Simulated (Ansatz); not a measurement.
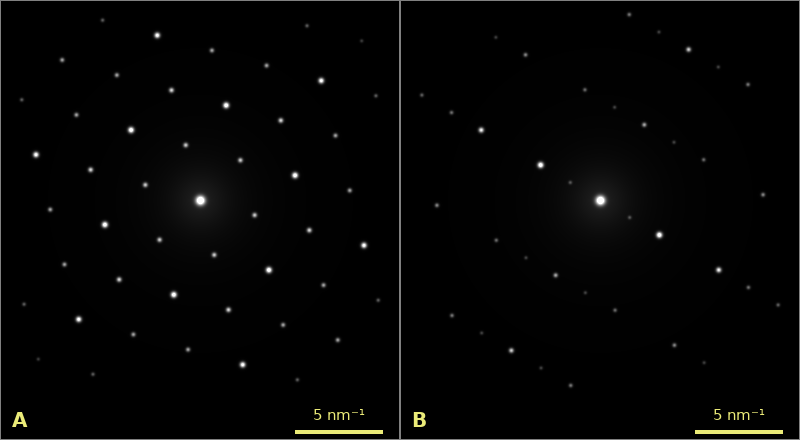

Kinematic electron diffraction patterns (300 kV, B = 0.5 Å², same scale, each along a low-index zone) of two structures of composition B3F2, each relaxed at zero pressure with DFT PBE, scalar-relativistic, plane waves, PAW in Ansatz.

The structures (standard cells):
1. P31m (No. 157), a = 3.541 Å, c = 4.986 Å (hexagonal axes), 5 atoms; generated start, possibly hypothetical
2. P4/mbm (No. 127), a = 7.138 Å, c = 1.992 Å, 10 atoms; generated start, possibly hypothetical

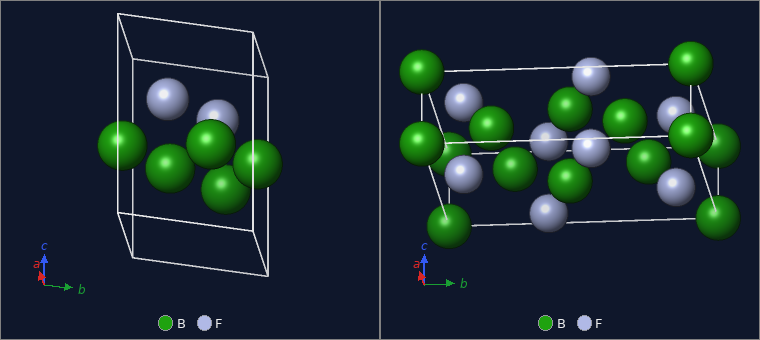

Drawings of the structures 1 to 2, from left to right (each may span several cells).

### Which pattern belongs to which structure, and along which zone?

A is structure 1 along [001]: hexagonal net of 1 -1 0 at d = 3.07 Å and 1 0 0 at d = 3.07 Å, 60.0° apart. B is structure 2 along [110] or an equivalent direction: rectangular net of 1 -1 0 (weak) at d = 5.05 Å and 0 0 1 at d = 1.99 Å, 90.0° apart (some points of this net are extinct or too weak to see).

### Rank the structures by their computed energy.

Structure 1 (P31m, 10.83 Å³ an atom) is the lowest of these; structure 2 (P4/mbm, 10.15 Å³ an atom) lies about 120 meV an atom higher. These are static energies at 0 K; other structures, not shown, may lie lower still.
